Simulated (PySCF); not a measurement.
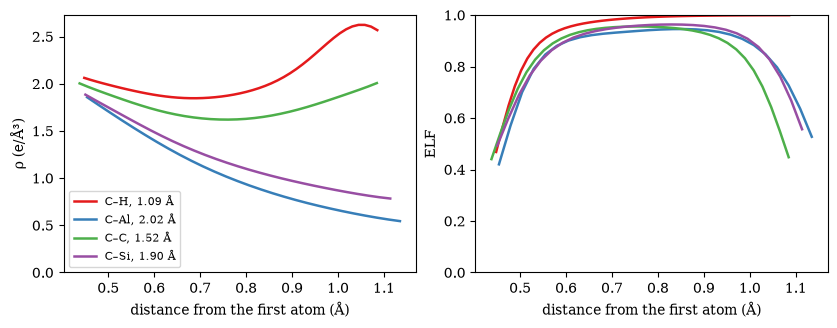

C$_{6}$H$_{15}$AlSi (SMILES C[SiH2][C@H]1C[C@](C)([AlH2])C1). Total electron density and electron localisation function along straight lines between neighbouring atoms. The curves leave out the atomic cores.

Geometry: GFN2-xTB.

Level of theory: PBE0/pcSseg-1, SCF density, gas phase, non-relativistic (PySCF 2.14.0).

```xyz
23

C     3.2103    0.3819    1.0879
Si    2.2219   -0.1901   -0.4248
C     0.4068    0.3109   -0.2050
C    -0.6106   -0.0103   -1.3014
C    -1.6643   -0.2082   -0.1838
C    -2.6289   -1.3709   -0.3681
Al   -1.8466    1.7564    0.2357
C    -0.4827   -0.4394    0.7910
H     2.8021   -0.0271    2.0080
H     3.2015    1.4647    1.1777
H     4.2472    0.0684    1.0199
H     2.7390    0.4199   -1.6558
H     2.2699   -1.6536   -0.5441
H     0.3287    1.3993    0.0220
H    -0.3710   -0.9305   -1.8348
H    -0.7989    0.7842   -2.0380
H    -3.3045   -1.1753   -1.1997
H    -3.2264   -1.5195    0.5302
H    -2.0889   -2.2973   -0.5772
H    -1.8968    2.7890   -0.9255
H    -1.7397    2.2393    1.7104
H    -0.5649   -0.0016    1.7967
H    -0.2080   -1.4901    0.8889
```

What kind of bonding do the profiles show?

C–H (1.09 Å): ρ is about 1.9 e/Å³ halfway; the ELF climbs to about 1 towards the hydrogen, as it does in any bond to H: a covalent bond by its length.
C–Al (2.02 Å): the density is about 0.65 e/Å³ at the midpoint; the ELF peaks at about 0.95 between the atoms: a polar covalent bond.
C–C (1.52 Å): the density is about 1.6 e/Å³ at the midpoint; the ELF peaks at about 0.95 between the atoms: a shared electron pair.
C–Si (1.90 Å): the density is about 0.92 e/Å³ at the midpoint; the ELF peaks at about 0.95 between the atoms: a covalent bond.
